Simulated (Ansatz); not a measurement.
One crystal and one scan (scan of one atom of the cell) at two levels, PBE (plane waves to 420 eV, PAW, scalar-relativistic; Ansatz, a first-principles code) and r2SCAN (plane waves to 500 eV, PAW, scalar-relativistic; Ansatz), each from its own relaxed cell and on its own mesh. The cell shown is that of PBE.

Starting cell, TiAl (CuAu type, space group P4/mmm):

```yaml
crystal:
  lattice:
    - [2.82428, 0.00000, 0.00000]
    - [0.00000, 2.82428, 0.00000]
    - [0.00000, 0.00000, 4.07075]
  atoms:
    - { symbol: Al, position: [0.50000, 0.50000, 0.50000] }
    - { symbol: Ti, position: [0.00000, 0.00000, 0.00000] }
```

In this cell atom 2 (Ti, nearest neighbour Ti at 2.824 Å; its periodic images, 2.8 Å or more away, move with it) is moved by s along Cartesian z, unit vector (0.000, 0.000, 1.000); all other atoms and the cell stay fixed.

Energies are smeared free energies. TiAl is run without spin polarisation. TiAl was relaxed with its symmetry unable to fall. With partly filled bands, energies and forces of such displacements shift with the k mesh and the smearing. Percentages come from the unrounded values.

| quantity | PBE | r2SCAN | PBE − r2SCAN |
|---|---|---|---|
| Lattice constant a (Å) | 2.824 | 2.813 | +0.011 (+0.4 %) |
| Lattice constant c (Å) | 4.071 | 4.058 | +0.013 (+0.3 %) |
| Relaxed volume (Å³/atom) | 16.24 | 16.06 | +0.18 (+1.1 %) |
| Force constant k = d²E/ds² at s = 0 (finite differences) (eV/Å²) | 5.62 | 6.08 | -0.46 (-7.7 %) |
| Zone-centre optical wavenumber from k (cm⁻¹) | 298 | 310 | -12 (-3.9 %) |

PBE gives the higher value for: lattice constant a; lattice constant c; relaxed volume. PBE gives the lower value for: force constant k = d²E/ds² at s = 0; zone-centre optical wavenumber from k. Both give the same shape of the curve: a single well with its minimum at or next to zero displacement. Neither level is exact: the differences show how much the result hangs on the functional.

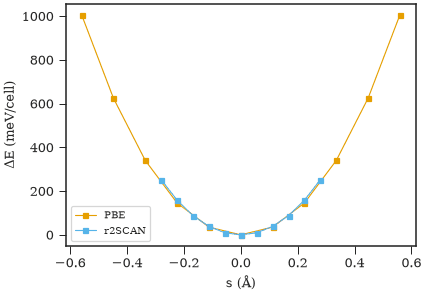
*ΔE, each from the undisplaced structure of its own level.*

(A displaced cell: forces are minus the slopes of the energy, force constants its curvatures, and phonons follow from these.)
